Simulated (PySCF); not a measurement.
# Br4H6HfP2 (SMILES [PH3]->[Hf](<-[PH3])([Br])([Br])([Br])[Br]): what the fields show

```xyz
13

Hf   -1.0400    0.1186   -0.7738
P    -0.7243   -0.6617    1.9198
H    -1.3695    0.1140    2.9141
H     0.5940   -0.6260    2.4439
H    -1.0902   -1.9650    2.3396
Br   -1.0247    0.9573   -3.1417
P     1.7564    0.4976   -1.1222
H     2.6742    0.0245   -0.1475
H     2.2604    1.8149   -1.2671
H     2.3394   -0.1066   -2.2637
Br   -3.4852   -0.2504   -0.3566
Br   -0.6702    2.3243    0.4808
Br   -0.1899   -2.2938   -1.0036
```

Geometry: PBE0-D3(BJ)/def2-SVP; core potentials replace the inner electrons of Hf.

Theory: B3LYP/def2-SVPD, SCF density, gas phase, scalar-relativistic core potentials on the heavy atoms (PySCF).

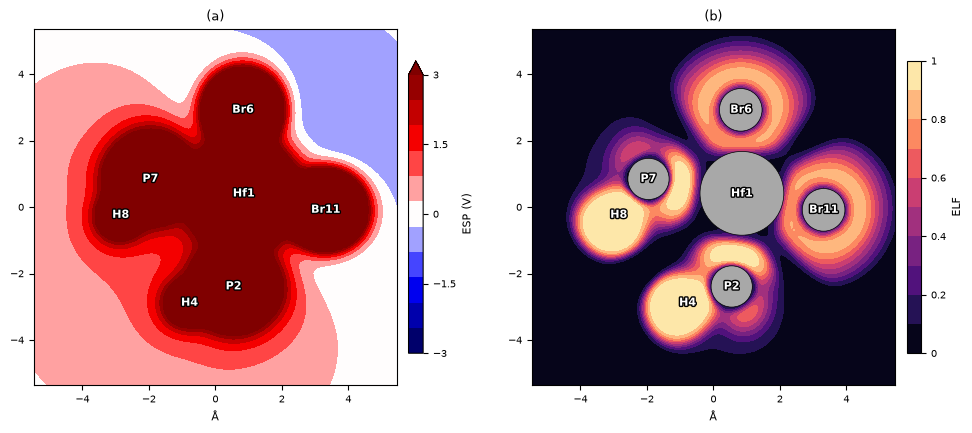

Figure 1. (a) molecular electrostatic potential; (b) ELF on the plane of atoms Br6, Hf1 and P7. Grey discs cover the atomic cores in the ELF map.

**Describe what can be read from this map.**

Atoms in the plane: Hf, P, H and Br. Hf–Br (2.51 Å): the ELF peaks at about 0.80 in the valence shell of Br, 1.0 Å from its nucleus, and is about 0.45 at the midpoint. Hf–P (2.82 Å): the ELF peaks at about 1 in the valence shell of P, 1.0 Å from its nucleus, and is about 0.50 at the midpoint. P–H (1.42 Å): the ELF climbs to about 1 towards the hydrogen, as it does in any bond to H. Outside the dense part of the molecule the potential is most negative (−0.6 V) near Br6.

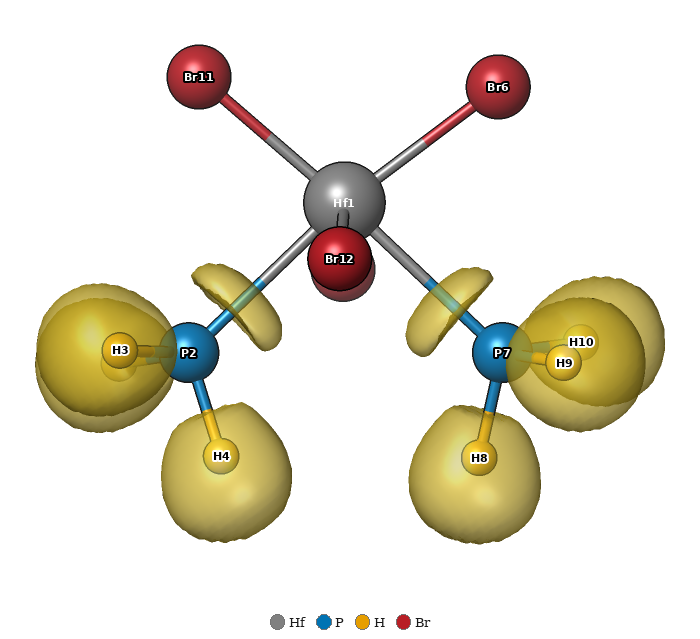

Figure 2. Isosurface of the ELF at 0.9 (yellow), seen at a tilt. Core shells and regions of very low density are left out.

**Where are the electrons localised?**

The surface consists of six regions around hydrogen nuclei and two lobes of the valence shell of P pointing towards Hf (polar bonds).

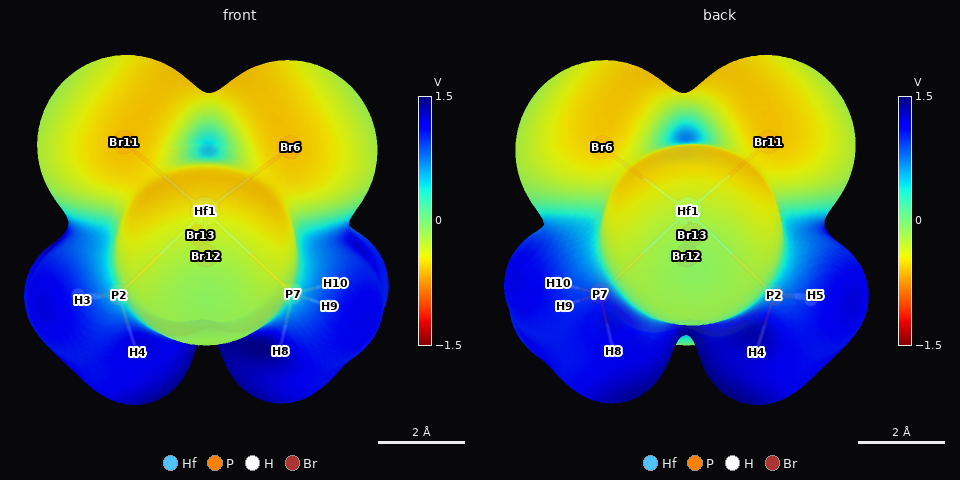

Figure 3. The molecular electrostatic potential painted on the density surface at 0.002 e/bohr³, seen from the front and from behind; the colour scale runs from red (negative) to blue (positive).

**Describe the electrostatic potential map.**

The most negative region (about −0.6 V, or −14 kcal/mol for a unit charge) lies over Br6, Br11, Br12 and Br13, the most positive (about +1.5 V, or +35 kcal/mol for a unit charge) over the H, Hf and P atoms.
